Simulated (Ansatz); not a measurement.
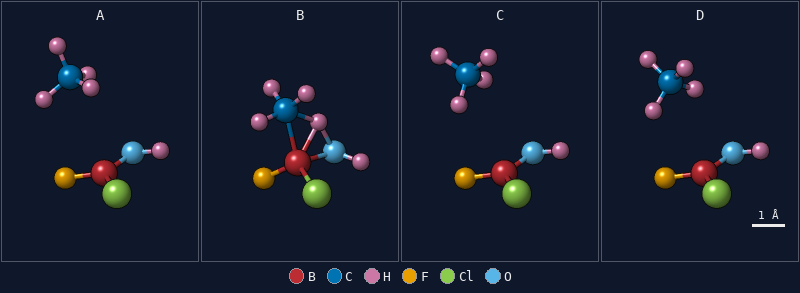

4 geometries from a converged minimum-energy path of CH5BClFO, shuffled. The picture is a ball-and-stick view, seen from a free direction.

Theory: RKS PBE-D4/def2-mTZVP in Ansatz 0.2.0. Settings: 9 movable images; climbing image; force threshold 0.05 eV/Å; iteration limit 60; starting path through a guess of the saddle point.

> Which frame is the transition state?

B. In order along the path, whose images run from 0 to 10: B (image 4, +29.2 kcal/mol), D (image 7, −22.5 kcal/mol), C (image 8, −22.7 kcal/mol), A (image 10, −22.9 kcal/mol). Breaking: B–C (1.57 → 3.45 Å), H–O (0.98 → 3.05 Å). Forming: B–O (1.78 → 1.36 Å), C–H (3.23 → 1.10 Å).

The run took 4.2 min on 4 threads of Arm Neoverse V2 (shared host), peak memory 0.22 GiB.
